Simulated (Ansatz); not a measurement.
# CH$_{3}$NO$_{2}$Si: what the fields show

The calculation's input:

```
crystal:
  periodic: [false, false, false]
  atoms:
    - {symbol: O, position_ang: [-0.371034, 2.020019, 0.302287]}
    - {symbol: C, position_ang: [-0.150546, 0.742172, 0.078121]}
    - {symbol: N, position_ang: [-0.602036, -0.004451, -0.872915]}
    - {symbol: Si, position_ang: [0.336302, -1.229099, -0.060303]}
    - {symbol: O, position_ang: [0.662709, 0.125928, 0.968991]}
    - {symbol: H, position_ang: [-0.959210, 2.328255, -0.399631]}
    - {symbol: H, position_ang: [1.558582, -1.732087, -0.723083]}
    - {symbol: H, position_ang: [-0.382667, -2.307939, 0.650633]}
basis:
  gaussian: {orbitals: def2-TZVPP}
hamiltonian: {xc: pbe0, dispersion: d4}
output: {orbitals: {seedname: orbitals}}
```

Run with:

```sh
ansatz run in.yaml --threads 2 --pin off --events-out ev --progress --plain --max-ram 4352MiB
```

Geometry: PBE0-D4/def2-TZVP.

All numbers below come from Ansatz 0.2.0, RKS PBE0-D4/def2-TZVPP.

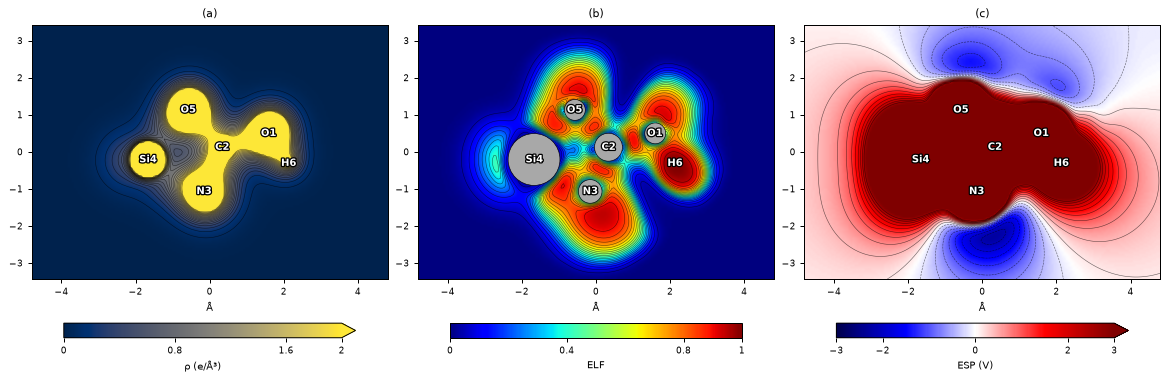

Figure 1. (a) electron density; (b) ELF; (c) molecular electrostatic potential on the plane of atoms O1, C2 and Si4. Grey discs cover the atomic cores in the ELF map.

Question: What do the fields say about this system?

Answer: Atoms in the plane: O, C, N, Si and H. C–N (1.29 Å): the density is about 2.8 e/Å³ at the midpoint; the ELF peaks at about 0.90 between the atoms: localised, covalent bonding. C–O (1.32 Å): ρ is about 2.6 e/Å³ halfway; the ELF peaks at about 0.90 between the atoms, as expected for a polar covalent bond. Si–O (1.73 Å): ρ is about 1 e/Å³ halfway; the ELF peaks at about 0.85 between the atoms, as expected for a shared but strongly polarised pair. Si–N (1.74 Å): ρ is about 1.1 e/Å³ halfway; the ELF peaks at about 0.90 between the atoms, as expected for a polar covalent bond. C–Si (2.04 Å): ρ at the midpoint is about 0.63 e/Å³; the ELF is about 0.25 at the midpoint. The ELF also peaks beside N3, O1 and O5, away from the bonds: lone-pair regions. Outside the dense part of the molecule the potential is most negative (−2.3 V) near N3.

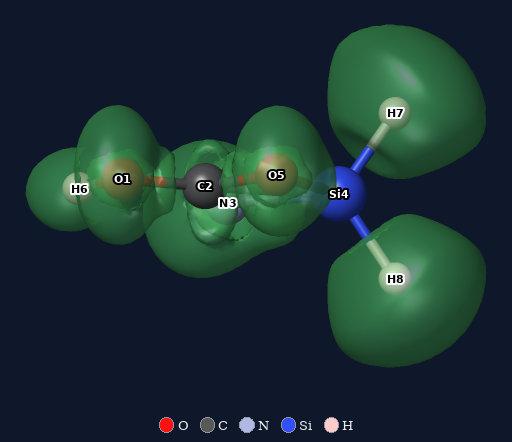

Figure 2. Isosurface of the ELF at 0.75 (green), seen at a tilt. Core shells and regions of very low density are left out.

Question: Describe the localisation domains.

Answer: The surface consists of two regions around hydrogen nuclei, one region on N in which the atom's valence shell and bonds are merged, one region on O in which the atom's valence shell and bonds are merged and one joined region spread over several atoms (H, O), in which their bonds and any lone pairs are merged.

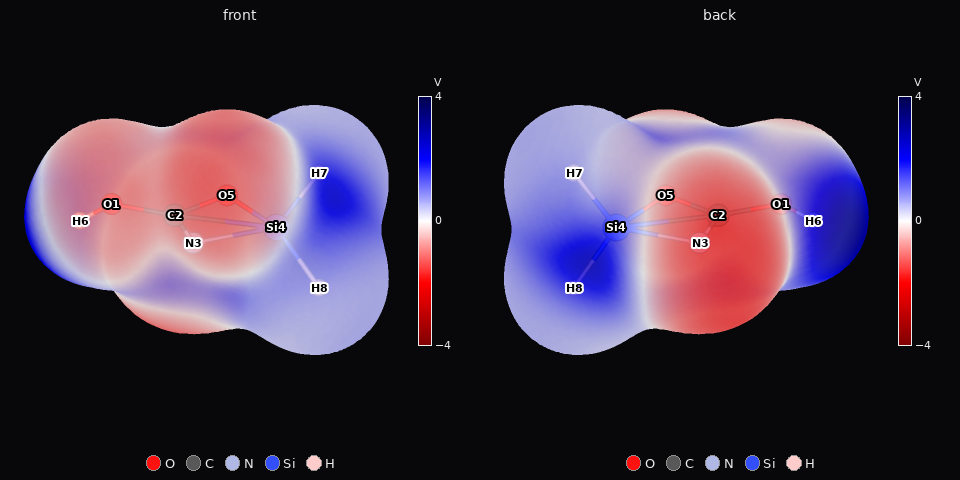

Figure 3. The molecular electrostatic potential painted on the density surface at 0.002 e/bohr³, seen from the front and from behind; the colour scale runs from red (negative) to blue (positive).

Question: Which sites attract a positive test charge, and which a negative one?

Answer: A positive charge is drawn to the negative regions and a negative charge to the positive ones. The most negative region (about −1.7 V) lies over N3, the most positive (about +3.1 V) over H6. N3 is the likeliest acceptor of a hydrogen bond.
